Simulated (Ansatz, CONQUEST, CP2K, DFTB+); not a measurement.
# CP2K on H-capped Sn nanowire along [110] (56 atoms): settings against a plane-wave reference, part 2 of 2

How do the settings of CP2K change the result for H-capped Sn nanowire along [110] (56 atoms)? A plane-wave run serves as the yardstick.

Program: CP2K 2026.2; the method stands at each step. Banners, paths, timers and routine set-up lines are dropped from the logs unmarked, and long logs keep their key lines alone; longer cuts are marked.

So far. Step 2 (PBE, DZVP-MOLOPT-SR, 450/50 Ry, diagonalisation): Forces lie 20 % from the reference's, at 4.2 times its CPU time (on 1 against 4 cores). Step 3 (PBE, DZVP-UZH, 450/50 Ry, diagonalisation): Against the first run (20 %), the force difference from the reference is 8.4 %, at 1.1 times the CPU time, with 472 basis functions against 472; this set comes with other potentials too, so the change isn't the basis's alone.

## Step 4: PBE, DZVP-MOLOPT-SR, 315/50 Ry, diagonalisation

Method: Kohn-Sham DFT, PBE, GTH-PBE pseudopotentials, Gaussian and plane waves, DZVP-MOLOPT-SR-GTH, diagonalisation.

input.inp

```
&GLOBAL
  PROJECT cell
  RUN_TYPE ENERGY_FORCE
  PRINT_LEVEL LOW
&END GLOBAL
&FORCE_EVAL
  METHOD QS
  &DFT
    BASIS_SET_FILE_NAME BASIS_MOLOPT
    POTENTIAL_FILE_NAME GTH_POTENTIALS
    &MGRID
      CUTOFF 315
      REL_CUTOFF 50
    &END MGRID
    &QS
      EPS_DEFAULT 1.0E-12
    &END QS
    &SCF
      SCF_GUESS ATOMIC
      EPS_SCF 1.0E-06
      MAX_SCF 200
      ADDED_MOS 20
      &DIAGONALIZATION
        ALGORITHM STANDARD
      &END DIAGONALIZATION
      &SMEAR ON
        METHOD FERMI_DIRAC
        ELECTRONIC_TEMPERATURE [K] 580
      &END SMEAR
      &MIXING
        METHOD BROYDEN_MIXING
        ALPHA 0.15
        NBROYDEN 8
      &END MIXING
      &PRINT
        &RESTART OFF
        &END RESTART
      &END PRINT
    &END SCF
    &XC
      &XC_FUNCTIONAL PBE
      &END XC_FUNCTIONAL
    &END XC
    &PRINT
      &MULLIKEN ON
      &END MULLIKEN
      &HIRSHFELD ON
        SHAPE_FUNCTION DENSITY
      &END HIRSHFELD
      &MO ON
        EIGENVALUES T
        OCCUPATION_NUMBERS T
        MO_INDEX_RANGE 53 76
        &EACH
          QS_SCF 0
        &END EACH
        ADD_LAST NUMERIC
      &END MO
    &END PRINT
  &END DFT
  &SUBSYS
    &CELL
      A 16.84129 0.00000 0.00000
      B 0.00000 17.38083 0.00000
      C 0.00000 0.00000 18.35366
    &END CELL
    &COORD
      Sn 5.97933 6.42100 2.32064
      Sn 7.55130 6.42395 0.04478
      Sn 6.01588 6.35982 6.92832
      Sn 7.63197 6.37320 4.62586
      Sn 5.97933 6.33914 11.39414
      Sn 7.57942 6.44029 9.17041
      Sn 6.01268 6.38954 16.10607
      Sn 7.60805 6.43716 13.82141
      Sn 6.01638 11.02379 2.27971
      Sn 7.62944 10.93654 0.00092
      Sn 6.00948 10.96139 6.85895
      Sn 7.65588 11.00015 4.61026
      Sn 5.93908 10.93046 11.44773
      Sn 7.58835 10.95879 9.19170
      Sn 6.01301 11.01493 16.03890
      Sn 7.60923 11.01736 13.73037
      Sn 9.21707 8.67894 0.00477
      Sn 10.89194 8.67616 2.23511
      Sn 9.26658 8.71909 4.58364
      Sn 10.81767 8.72031 6.84353
[... 32 atom lines left out ...]
      H 11.79934 10.06889 11.42387
      H 11.81652 7.32133 11.53142
      H 11.85341 10.09791 16.02146
      H 11.80591 7.32359 16.04422
    &END COORD
    &KIND Sn
      BASIS_SET DZVP-MOLOPT-SR-GTH-q4
      POTENTIAL GTH-PBE-q4
    &END KIND
    &KIND H
      BASIS_SET DZVP-MOLOPT-SR-GTH-q1
      POTENTIAL GTH-PBE-q1
    &END KIND
  &END SUBSYS
  &PRINT
    &FORCES ON
    &END FORCES
  &END PRINT
&END FORCE_EVAL
```

Started as:

```console
$ OMP_NUM_THREADS=2 cp2k.psmp -i input.inp > output.txt
```

Numbers of over 12 decimals in the logs are rounded to 6 here.

What it wrote:

```text
CP2K| version string:                                       CP2K version 2026.2
 CP2K| Input file name                                                 input.inp
 GLOBAL| Basis set file name                                        BASIS_MOLOPT
 GLOBAL| Potential file name                                      GTH_POTENTIALS
[... lines left out ...]
                        Smear method:                                FERMI_DIRAC
[... lines left out ...]
 Number of electrons:                                                        128
[... lines left out ...]
  Step     Update method      Time    Convergence         Total energy    Change
[... lines left out ...]
  *** SCF run converged in    28 steps ***
[... lines left out ...]
  Fermi energy:                                                -0.094342
  Total energy:                                              -101.845686
  Total energy (extrapolated to T->0):                       -101.845686
[... lines left out ...]
 MO| E(Fermi):           -0.094342 a.u.         -2.567183 eV
[... lines left out ...]
     56       H      2       1.000          1.078                        -0.078
  Total Charge                                                           -0.000
 !-----------------------------------------------------------------------------!
 ENERGY| Total FORCE_EVAL ( QS ) energy [hartree]           -101.845680
 FORCES| Atomic forces [hartree/bohr]
 FORCES|   Atom     x               y               z               |f|
 FORCES|      1  5.37810207E-04 -1.20136272E-02  7.26727235E-03   1.40509688E-02
 FORCES|      2  1.13868843E-02 -9.86059923E-03 -4.17921814E-04   1.50687495E-02
 FORCES|      3 -7.39134160E-03  1.21950271E-02 -1.01998615E-02   1.75324782E-02
[...]
FORCES|     55  2.27040070E-03 -5.71875395E-04  2.45903421E-03   3.39538069E-03
 FORCES|     56  1.43028418E-02 -1.80323388E-02 -2.42645151E-04   2.30172848E-02
 FORCES| Sum     6.43813326E-05 -3.99184052E-06 -2.84208328E-05
 FORCES| Total atomic force                                       7.04885417E-05
```

Wall time 3 min (2 threads of Intel Xeon 6975P-C (Granite Rapids), shared host); peak memory 4.7 GiB.

Against the reference:

```yaml
r_m_s_force_component: 0.4309 eV/Å
r_m_s_difference_of_force_components: 91.33 meV/Å
longest_difference_of_force_vectors: 226.8 meV/Å
force_difference_over_r_m_s_force: 20.05 %
slope_of_forces_against_the_reference_s: 0.9272
correlation_of_force_components: 0.9803
spacing_of_highest_filled_and_lowest_empty_level: 1.867 eV
gap_difference: 0.1509 eV
energy_less_the_same_level_run_s: -0.0002 meV/atom
r_m_s_force_difference_from_the_same_level_run: 0.285 meV/Å
```

Against the first run (20 %), the force difference from the reference is 20 %, at 0.84 times the CPU time (on 2 against 1 cores): the change moves forces by 0.28 meV/Å r.m.s., so most of the difference comes from elsewhere.

## Step 5: PBE, DZVP-MOLOPT (SR for Sn), 450/50 Ry, diagonalisation

Method: Kohn-Sham DFT, PBE, GTH-PBE pseudopotentials, Gaussian and plane waves, DZVP-MOLOPT-GTH, diagonalisation.

input.inp, as its differences from that of step 4:

```diff
@@ -11,3 +11,3 @@
     &MGRID
-      CUTOFF 315
+      CUTOFF 450
       REL_CUTOFF 50
@@ -66,5 +66,6 @@
     &END CELL
-    &COORD
-[... 56 atom lines left out: the same atoms as in the first run ...]
-    &END COORD
+    &TOPOLOGY
+      COORD_FILE_NAME structure.xyz
+      COORD_FILE_FORMAT XYZ
+    &END TOPOLOGY
     &KIND Sn
@@ -74,3 +75,3 @@
     &KIND H
-      BASIS_SET DZVP-MOLOPT-SR-GTH-q1
+      BASIS_SET DZVP-MOLOPT-GTH-q1
       POTENTIAL GTH-PBE-q1
```

structure.xyz

```xyz
56

[... 56 atom lines left out: the same atoms as in the first run ...]
```

Started as:

```console
$ OMP_NUM_THREADS=1 cp2k.psmp -i input.inp > output.txt
```

What it wrote:

```text
CP2K| version string:                                       CP2K version 2026.2
 CP2K| Input file name                                                 input.inp
 GLOBAL| Basis set file name                                        BASIS_MOLOPT
 GLOBAL| Potential file name                                      GTH_POTENTIALS
 GLOBAL| Run type                                                   ENERGY_FORCE
 GLOBAL| Total number of message passing processes                             1
 GLOBAL| Number of threads for this process                                    1
[... lines left out ...]
                        Smear method:                                FERMI_DIRAC
[... lines left out ...]
 Number of electrons:                                                        128
[... lines left out ...]
  Step     Update method      Time    Convergence         Total energy    Change
[... lines left out ...]
  *** SCF run converged in    25 steps ***
[... lines left out ...]
  Fermi energy:                                                -0.098976
  Total energy:                                              -101.898750
  Total energy (extrapolated to T->0):                       -101.898750
[... lines left out ...]
 MO| E(Fermi):           -0.098976 a.u.         -2.693285 eV
[... lines left out ...]
                           Hirshfeld Charges
  #Atom  Element  Kind  Ref Charge     Population                    Net charge
      1       Sn     1       4.000          3.827                         0.173
      2       Sn     1       4.000          3.905                         0.095
      3       Sn     1       4.000          3.833                         0.167
[...]
55       H      2       1.000          1.090                        -0.090
     56       H      2       1.000          1.085                        -0.085
  Total Charge                                                           -0.000
 !-----------------------------------------------------------------------------!
 ENERGY| Total FORCE_EVAL ( QS ) energy [hartree]           -101.898842
 FORCES| Atomic forces [hartree/bohr]
 FORCES|   Atom     x               y               z               |f|
 FORCES|      1  3.48855646E-03 -1.12713041E-02  7.33921085E-03   1.38951912E-02
 FORCES|      2  9.61887474E-03 -7.50677380E-03 -3.68408300E-04   1.22069705E-02
 FORCES|      3 -4.35713216E-03  1.22716744E-02 -1.00710533E-02   1.64622206E-02
[...]
FORCES|     55  4.05334534E-03  2.08075108E-03  2.28450680E-03   5.09687206E-03
 FORCES|     56  1.57511990E-02 -2.02129331E-02 -3.10854328E-04   2.56273207E-02
 FORCES| Sum    -5.11049722E-06  5.51537275E-06  3.65344271E-07
 FORCES| Total atomic force                                       7.52794759E-06
```

It took 6.6 min on 1 thread; peak memory 7.4 GiB.

Numbers from this run, and their distance from the reference:

```yaml
r_m_s_force_component: 0.4402 eV/Å
r_m_s_difference_of_force_components: 23.08 meV/Å
longest_difference_of_force_vectors: 91.99 meV/Å
force_difference_over_r_m_s_force: 5.065 %
slope_of_forces_against_the_reference_s: 0.9654
correlation_of_force_components: 0.9993
spacing_of_highest_filled_and_lowest_empty_level: 1.861 eV
gap_difference: 0.1453 eV
```

Against the first run (20 %), the force difference from the reference is 5.1 %, at 1.1 times the CPU time, with 472 basis functions against 472.

## Step 6: The ladder

Differences are against the plane-wave reference, forces as r.m.s. over components; share is that over the reference's r.m.s. force, slope the least-squares factor from reference forces to these. Total energies of different programs have different zeros and aren't compared.

```tsv
run	Δ force, r.m.s. (meV/Å)	share (%)	slope	Δ gap (eV)	cores	CPU time	memory (GiB)
reference	-	-	-	-	4	82 s	4.2
CP2K PBE, DZVP-MOLOPT-SR, 450/50 Ry, diagonalisation	91.3	20.0	0.927	0.151	1	5.7 min	7.3
CP2K PBE, DZVP-UZH, 450/50 Ry, diagonalisation	38.5	8.45	0.945	0.145	1	6.4 min	7.3
CP2K PBE, DZVP-MOLOPT-SR, 315/50 Ry, diagonalisation (coarse)	91.3	20.0	0.927	0.151	2	4.8 min	4.7
CP2K PBE, DZVP-MOLOPT (SR for Sn), 450/50 Ry, diagonalisation	23.1	5.06	0.965	0.145	1	6.6 min	7.4
```

Rows marked coarse were listed beforehand as settings not expected to be converged; some can still land near the reference.

CPU time is summed over cores on a shared host, where runs went side by side, so it is rough. Symmetry, cutoffs, thresholds, outputs and thread counts weren't matched or tuned between programs; memory under MPI is the largest rank's times the ranks.

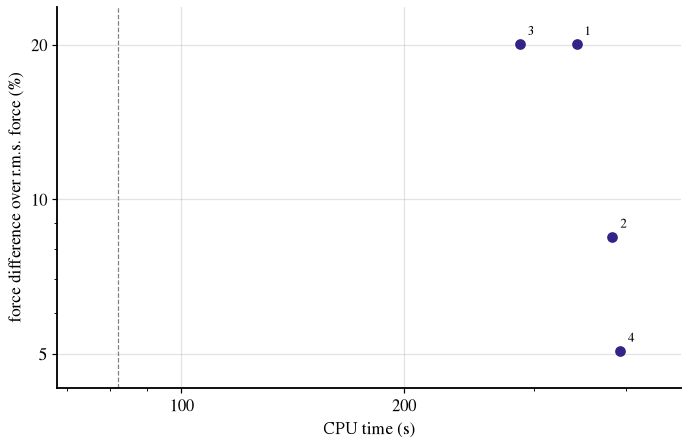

Force difference against CPU time; the dashed line marks the reference's time. Points: 1 CP2K PBE, DZVP-MOLOPT-SR, 450/50 Ry, diagonalisation; 2 CP2K PBE, DZVP-UZH, 450/50 Ry, diagonalisation; 3 CP2K PBE, DZVP-MOLOPT-SR, 315/50 Ry, diagonalisation; 4 CP2K PBE, DZVP-MOLOPT (SR for Sn), 450/50 Ry, diagonalisation.

Mean charges by element (e), by run and scheme:

```tsv
run	scheme	Sn	H
reference	Löwdin	+0.20	-0.09
CP2K PBE, DZVP-MOLOPT-SR, 450/50 Ry, diagonalisation	Mulliken	-0.10	+0.08
CP2K PBE, DZVP-MOLOPT-SR, 450/50 Ry, diagonalisation	Hirshfeld	+0.11	-0.08
CP2K PBE, DZVP-UZH, 450/50 Ry, diagonalisation	Mulliken	+0.16	-0.12
CP2K PBE, DZVP-UZH, 450/50 Ry, diagonalisation	Hirshfeld	+0.12	-0.09
CP2K PBE, DZVP-MOLOPT-SR, 315/50 Ry, diagonalisation	Mulliken	-0.10	+0.08
CP2K PBE, DZVP-MOLOPT-SR, 315/50 Ry, diagonalisation	Hirshfeld	+0.11	-0.08
CP2K PBE, DZVP-MOLOPT (SR for Sn), 450/50 Ry, diagonalisation	Mulliken	+0.17	-0.13
CP2K PBE, DZVP-MOLOPT (SR for Sn), 450/50 Ry, diagonalisation	Hirshfeld	+0.12	-0.09
```

The reference's Löwdin charges lack the electrons that the projection spills, 0.031 e an atom on average.

Within one program, basis, potentials and functional, energies share a zero. Each run against its twin at the usual cutoff or grid and solver:

```tsv
run	twin	Δ energy (meV/atom)	Δ force, r.m.s. (meV/Å)	CPU time over the twin's
CP2K PBE, DZVP-MOLOPT-SR, 315/50 Ry, diagonalisation	DZVP-MOLOPT-SR, 450/50 Ry, diagonalisation	-2.0e-4	0.285	0.84 (this twin ran on 1 cores)
```

## Step 7: Summary of results

```
nearest in forces : CP2K PBE, DZVP-MOLOPT (SR for Sn), 450/50 Ry, diagonalisation, 5.1 %
its CPU time      : 6.6 min
```

What this shows: The PBE runs in local orbitals, coarse settings apart, differ by 5.1 % (CP2K PBE, DZVP-MOLOPT (SR for Sn), 450/50 Ry, diagonalisation) to 20 % (CP2K PBE, DZVP-MOLOPT-SR, 450/50 Ry, diagonalisation); basis, grid and potentials can all enter. Runs with settings chosen to be coarse differ by 20 % (CP2K PBE, DZVP-MOLOPT-SR, 315/50 Ry, diagonalisation), their programs' other errors included. None of the electronic-structure runs in the table takes under half the reference's CPU time of 82 s; they take 3.5 to 4.8 times as much. At the same functional, the gap of these runs lies 0.15 eV above the reference's 1.72 eV. These are spacings on the run's k-points, which needn't hold the band edges. Charges hang on scheme and program or settings: among these rows the mean for Sn runs from -0.10 to +0.20 e, even in sign. The potentials hold different valence shells: 368 electrons in the reference, 128 in CP2K with DZVP-MOLOPT; this bears on time and differences. The electronic-structure runs sample only Γ, in a cell whose periodic width is 18 Å.

[Also dropped from logs without a mark: logging warnings of Python, and SIESTA's first energy breakdown and zero terms.]

[Logs are printed without paths, hosts, clocks, repeated set-up lines and the standing remarks that a program may print on its own settings, such as how far it seeks lower states.]

[Hosts, paths, dates, database ids (printed as entryN), source tags and the programs' standing remarks are cut or masked in the printed files.]
